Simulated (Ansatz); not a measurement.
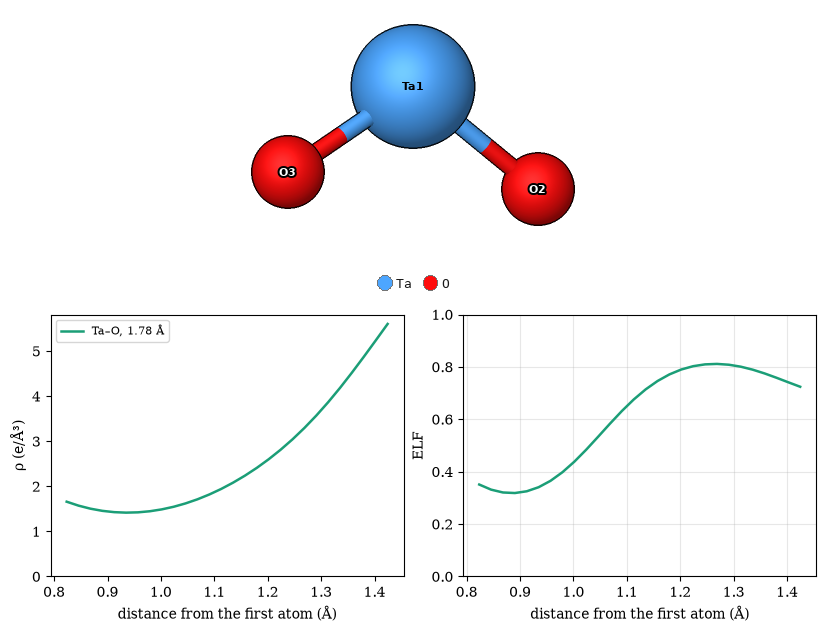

O2Ta (charge −1, triplet). Electron density and ELF along straight lines between neighbouring atoms. The curves leave out the atomic cores. The structure is drawn too.

Geometry: PBE-D4/def2-TZVPD; core potentials replace the inner electrons of Ta; the highest occupied orbital lies above zero, a sign that basis and functional describe the outermost electron poorly.

Level of theory: Ansatz, UKS PBE0-D4/def2-TZVPD.

```xyz
3

Ta   -0.6612    0.0749    0.0908
O     0.5712    1.2246    0.6649
O     0.0900   -1.2996   -0.7558
```

Question: What can be read from the curves?

Answer: Ta–O (1.78 Å): ρ at the midpoint is about 1.5 e/Å³; the ELF peaks at about 0.80 in the valence shell of O, 0.5 Å from its nucleus, and drops to about 0.30 between the two atoms.
